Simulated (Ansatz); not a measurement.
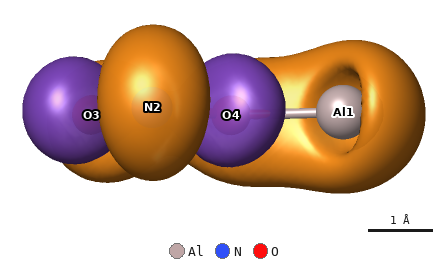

*AlNO2. The HOMO−1 at ±0.08 Å⁻³ᐟ² (orange and purple are the two phases), seen from one side.*

Geometry: PBE-D3(BJ)/def2-SVP.

The calculation used isolated molecule in a Gaussian basis; Kohn-Sham density functional theory, functional PBE0 (Ansatz 0.2.0).

**Describe this orbital and give its energy.**

By Hirshfeld shares it lies mainly on O4 (about 30 %), N2 (about 30 %), O3 (about 25 %) and Al1 (about 15 %); it is symmetric in the molecular plane (an in-plane orbital: σ, lone-pair or in-plane π type). Its energy is −8.10 eV.
